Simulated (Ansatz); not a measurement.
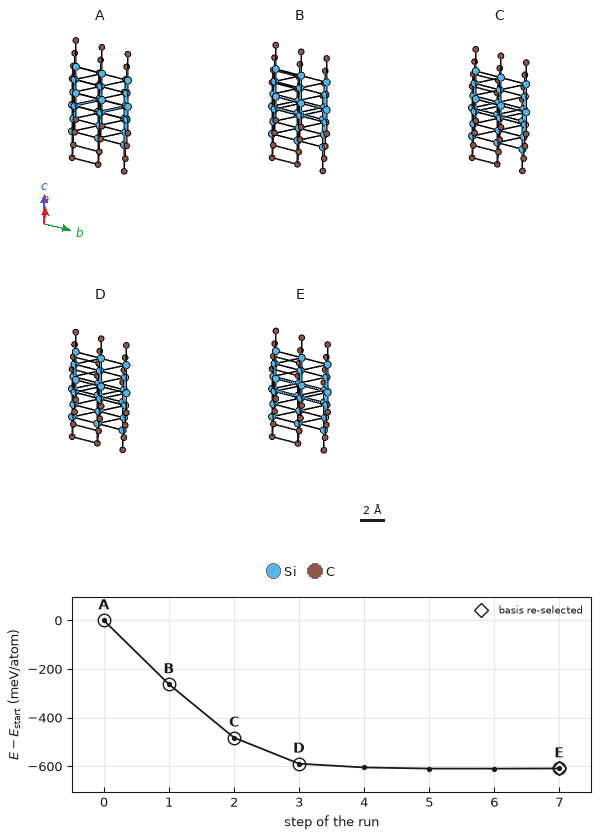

Frames of a relaxation of a crystal of Si2C (a generated structure, set up in P6/mmm) (coarse preliminary run), marked on the history of the run. Style: ball-and-stick. Shown: the cell of the calculation, repeated 3 × 2 × 1 with one cell outlined, from a free direction.

Level of theory: Ansatz 0.2.0, DFT PBE, scalar-relativistic, plane waves, PAW.

The input:
```yaml
crystal:
  lattice:
    - [2.60655671, 0.0, 0.0]
    - [-1.30327836, 2.25734433, 0.0]
    - [0.0, 0.0, 7.34312483]
  atoms:
    - { symbol: Si, position: [0.0, 0.0, 0.33333333] }
    - { symbol: Si, position: [0.0, 0.0, 0.66666667] }
    - { symbol: C, position: [0.0, 0.0, 0.0] }
basis:
  ecutwfc: 420
kpoints:
  mp_grid: { grid: [6, 6, 4] }
hamiltonian:
  xc: pbe
scf:
  occupations: { method: gaussian, width: 0.1 }
  lower_state_search: "off"
output:
  forces: true
  stress: true
  eigenvalues: true
relax:
  adjacent_minimum: "off"
  f_tol: 0.04
  max_steps: 70
  cell: { stress_tol: 0.4 }
```

Run as
```bash
ansatz run input.yaml --threads 1 --pin off --max-ram 2560MiB --backend cpu --events-out ev --progress --plain --runs-dir out
```

Q: Describe the path.

A: Over 6 accepted moves (7 points after the start) the energy falls by 609 meV per atom. Largest force component: 2.1 eV/Å at the start, 0.0046 eV/Å at the end. Pressure: −12.59 GPa at the start and −0.07 GPa at the end. At 1 point the geometry stayed and the basis and grid were re-selected for the new cell (energy shift of 0.7 meV per atom at most each time). The largest moves relative to the cell, 0.24 Å, are those of Si1 and Si2. Si1 goes along −c. C stays in place. Cell: a = b 2.607 → 2.594 Å (−0.5 %), c 7.343 → 6.293 Å (−14.3 %). Volume −15.1 %. Near-neighbour distances that change, for instance: Si1–C3 2.448 → 1.860 Å, Si1–Si2 2.448 → 2.573 Å, Si1–Si1 2.607 → 2.594 Å. The space group stays P6/mmm (No. 191). Cost: 8.4 s on 1 thread of Arm Neoverse V1 (shared host), peak memory 0.28 GiB. From step 0 to 1: Si atoms move most (0.12 Å), volume −9.3 %, energy −263 meV per atom. From step 1 to 2: Si atoms move most (0.09 Å), volume −6.6 %, energy −219 meV per atom. From step 2 to 3: Si atoms move most (0.07 Å), volume −4.7 %, energy −107 meV per atom. From step 3 to 7: Si atoms move most (0.02 Å), volume +5.2 %, energy −19.6 meV per atom.

```
step  E − E(0), meV/atom  largest force component, eV/Å  pressure, GPa  volume, Å³/atom                      note
   0                0.00                         2.0962         -12.59           14.402                          
   1             -262.52                         1.5262         -10.63           13.063                          
   2             -481.92                         1.4919          -4.23           12.195                          
   3             -589.06                         0.6106           8.50           11.619                          
   4             -604.47                         0.1165          -3.87           12.599                          
   5             -609.08                         0.0457          -0.56           12.286                          
   6             -609.30                         0.0050           0.01           12.222                          
   7             -608.63                         0.0046          -0.07           12.222  same geometry, new basis
```

Limits of the set-up: the k-point mesh is coarse for a cell with partly filled bands.
